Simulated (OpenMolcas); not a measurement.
How basis sets differ on SiH4Se (SMILES [SiH3][SeH])

SiH4Se: 6 atoms, total charge 0, spin state singlet. SMILES: `[SiH3][SeH]`. Geometry: relaxed at PBE0-D4/def2-TZVP.

Each level gives the HOMO–LUMO gap (eV). The values are calculated.

```json
{"level": "HF/STO-3G", "kind": "Hartree–Fock", "program": "OpenMolcas", "value (eV)": "16.32"}
{"level": "HF/3-21G", "kind": "Hartree–Fock", "program": "OpenMolcas", "value (eV)": "12.84"}
{"level": "HF/pc-1", "kind": "Hartree–Fock", "program": "OpenMolcas", "value (eV)": "12.85"}
{"level": "HF/def2-SVP", "kind": "Hartree–Fock", "program": "OpenMolcas", "value (eV)": "13.33"}
```

All-electron rows without a relativistic Hamiltonian named are non-relativistic. The values span 12.84 to 16.32 eV. A Hartree–Fock LUMO above zero doesn't converge with the basis: it sinks as sets grow more diffuse. Orbital gaps aren't excitation energies.

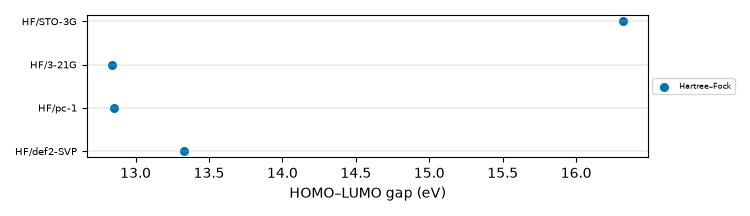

The values of the table, level by level.
